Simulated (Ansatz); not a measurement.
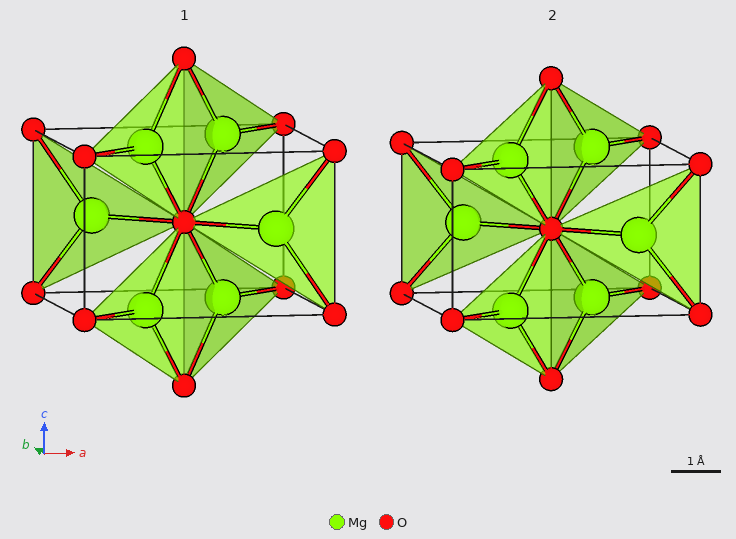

Two geometries of solid Mg2O (built on the rutile_136 type) (coarse preliminary run), drawn at one scale. One is the start of a relaxation, the other its converged end. The picture is a polyhedral view of the cell of the calculation, seen slightly off an axis.

These are results of DFT PBE, scalar-relativistic, plane waves, PAW (Ansatz), not measurements. Settings: plane-wave cutoff 420 eV; k-point mesh 4 × 4 × 6; occupations gaussian; smearing width 0.1 eV; no spin polarisation; cell and atoms relaxed; force threshold 0.04 eV/Å; at most 70 steps.

Question: Which of the two is the end point?

Answer: Structure 2 is the relaxed one. Case: anti-rutile type (P4_2/mnm, No. 136). The largest moves relative to the cell, 0.091 Å, are those of Mg atoms. O stays in place. Cell: a = b 5.290 → 5.242 Å (−0.9 %), c 3.407 → 3.135 Å (−8.0 %). Volume −9.6 %. Near-neighbour distances that change, for instance: Mg–O 2.289 → 2.177 Å, Mg–O 2.238 → 2.190 Å. Bond angles that change, for instance: Mg–O–Mg 99.1° → 91.4°, O–Mg–O 99.1° → 91.4°, Mg–O–Mg 80.9° → 88.6°. The space group stays P4_2/mnm (No. 136). The energy falls by 70.5 meV per atom in 3 accepted moves (4 points after the start). Largest force component: 0.35 eV/Å at the start, 0.011 eV/Å at the end. Pressure: −5.49 GPa at the start and −0.14 GPa at the end. At 1 point the geometry stayed and the basis and grid were re-selected for the new cell (energy shift of 1.2 meV per atom at most each time). The run took 16 s on 1 thread of Intel(R) Xeon(R) Platinum 8375C CPU @ 2.90GHz (Ice Lake), with other jobs on the host, peak memory 0.42 GiB.
